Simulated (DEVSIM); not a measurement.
Structure: TaN/SiO2/n-GaSb capacitor, at 250 K.

```
layer (left to right)  material  thickness (nm)  Nd (cm⁻³)
---------------------  --------  --------------  ---------
1                          SiO2            44.0          -
2                          GaSb            4900       3e16
```

Metal gate on the left, work function 4.4 eV. Fixed charge at the semiconductor interface -6.7e11 cm⁻² (in units of +e); no interface traps.

Constants are typed, rounded textbook-type inputs, not results; the design itself was drawn at random and stands for no fabricated device. Values at 300 K; Nc and Nv go as T^1.5, mobilities as T to minus their exponent, the gap by Varshni's rule with the affinity fixed.

```tsv
parameter	SiO2	GaSb
gap (eV)	9	0.726
affinity (eV)	0.9	4.06
permittivity	3.9	15.7
Nc (cm⁻³)	-	2.1e17
Nv (cm⁻³)	-	1.8e19
Varshni α (eV/K)	-	0.00042
Varshni β (K)	-	140
```

Simulated with DEVSIM: 1D Poisson equation in equilibrium, Boltzmann statistics, complete ionisation; no quantum confinement or tunnelling. Metal contacts follow the ideal Schottky-Mott rule: no Fermi-level pinning, no interface dipoles.

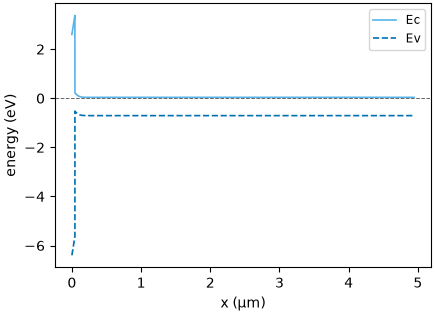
*Band edges at 0.9 V on the gate*

Energies count from the Fermi level of the right contact; mesh points crowd at the junctions.

| x (μm) | Ec (eV) | Ev (eV) | n (cm⁻³) | p (cm⁻³) | field (V/cm) |
|---|---|---|---|---|---|
| 0.000 | 2.600 | -6.400 | < 1e2 | < 1e2 | 180000 |
| 0.001786 | 2.632 | -6.368 | < 1e2 | < 1e2 | 180000 |
| 0.005937 | 2.705 | -6.295 | < 1e2 | < 1e2 | 180000 |
| 0.01636 | 2.889 | -6.111 | < 1e2 | < 1e2 | 180000 |
| 0.03577 | 3.232 | -5.768 | < 1e2 | < 1e2 | 180000 |
| 0.04125 | 3.329 | -5.671 | < 1e2 | < 1e2 | 180000 |
| 0.04361 | 3.371 | -5.629 | < 1e2 | < 1e2 | 180000 |
| 0.04584 | 0.212 | -0.533 | 8.6e12 | 2.5e8 | -33000 |
| 0.05058 | 0.197 | -0.548 | 1.7e13 | 1.2e8 | -31000 |
| 0.06216 | 0.163 | -0.582 | 8.2e13 | 2.6e7 | -27000 |
| 0.09275 | 0.096 | -0.648 | 1.8e15 | 1200000 | -17000 |
| 0.2177 | 0.037 | -0.708 | 2.9e16 | 73000 | -260 |
| 0.4794 | 0.036 | -0.709 | 3.0e16 | 71000 | ≈ 0 |
| 1.170 | 0.036 | -0.709 | 3.0e16 | 71000 | ≈ 0 |
| 3.420 | 0.036 | -0.709 | 3.0e16 | 71000 | ≈ 0 |
| 4.355 | 0.036 | -0.709 | 3.0e16 | 71000 | ≈ 0 |
| 4.709 | 0.036 | -0.709 | 3.0e16 | 71000 | ≈ 0 |
| 4.854 | 0.036 | -0.709 | 3.0e16 | 71000 | ≈ 0 |
| 4.919 | 0.036 | -0.709 | 3.0e16 | 71000 | ≈ 0 |
| 4.935 | 0.036 | -0.709 | 3.0e16 | 71000 | ≈ 0 |
| 4.941 | 0.036 | -0.709 | 3.0e16 | 71000 | ≈ 0 |
| 4.944 | 0.036 | -0.709 | 3.0e16 | 71000 | ≈ 0 |
